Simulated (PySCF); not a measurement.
Vertical excitations of a molecule C2H8F2Si2 from TDDFT-PBE/def2-SVPD (PySCF 2.14.0), as energy in eV (oscillator strength): 7.19 (0.006), 7.43 (0.002), 7.62 (0.006), 7.72 (0.030), 7.77 (0.125), 7.81 (0.001), 7.86 (0.008), 7.90 (0.007), 7.93 (0.014), 7.96 (0.034). Lowest triplet (TDA): 6.90 eV. Geometry optimised at B3LYP-D3(BJ)/def2-SVP. One conformer was computed; it need not be the lowest.

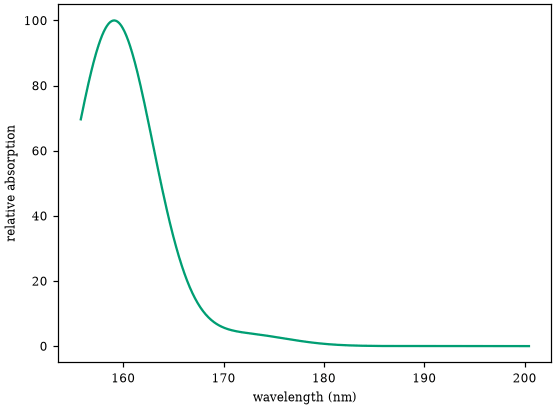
Figure. The lines broadened by 0.4 eV.

Problem. Which molecule gave these data?
A. C[Si@H](F)[C@@H](F)[SiH3]
B. FC(F)C([SiH3])[SiH3]
C. FC[SiH2]C[SiH2]F
D. C[C@](F)([SiH3])[SiH2]F

Solution. B, FC(F)C([SiH3])[SiH3]
